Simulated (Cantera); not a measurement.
Charge: 1 mol Si(CH₃)₄, 1.5 mol C₂H₄, 420 mol H₂, 0.024 mol CO₂, equilibrated at 1.43 Torr.

These are equilibrium values from Cantera (NASA tables, ideal gas, pure condensed phases), not measurements of a reactor. Candidate condensed phases: C, C₆H₆, C₇H₈, C₈H₁₈, H₂O, Si, SiC, SiO₂; 123 gas species. Kinetics and transport are ignored.

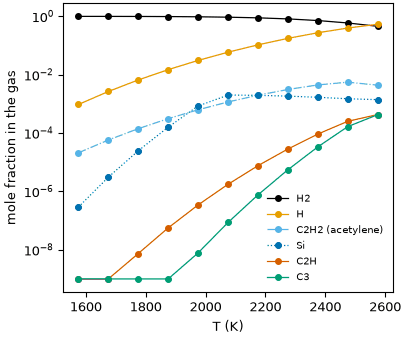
Equilibrium gas composition (values under 1e-9 drawn at 1e-9)

From 1575 K to 1975 K the condensed part is C(graphite) + SiC(s). From 2075 K to 2375 K the condensed part is C(graphite). From 2475 K to 2575 K nothing is condensed. The main Si-bearing gas is SiO at 1575 K and Si at 2575 K.
